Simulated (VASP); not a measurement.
Energy against volume of InP (zinc blende). Level of theory: optB88-vdW, VASP's PBE PAW potentials (set 64) (plane waves; VASP).

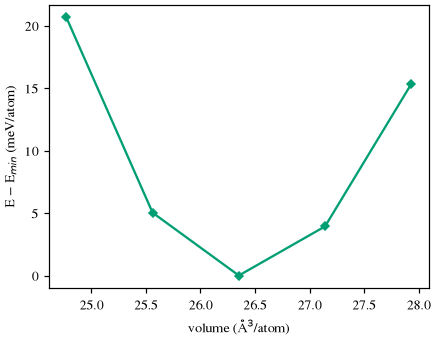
Figure: Energy against volume

Question: Estimate the equilibrium volume and the bulk modulus.

Answer: The minimum lies near 26.4 Å³/atom, and the curvature gives B0 of about 60 GPa.

Measured: bulk modulus 72.0 GPa at 0 K (computed value off by -16.9 %), as given by Daniel Mejia-Rodriguez et al., Physical Review B (2018), arXiv:1807.09216 [0 K value with the zero-point phonon effect removed]; a 5.858 Å at 0 K (computed value off by +1.6 %), as given by Daniel Mejia-Rodriguez et al., Physical Review B (2018), arXiv:1807.09216 [static lattice: zero-point anharmonic expansion removed].

The compound is InP in the zinc blende structure. It was relaxed first.
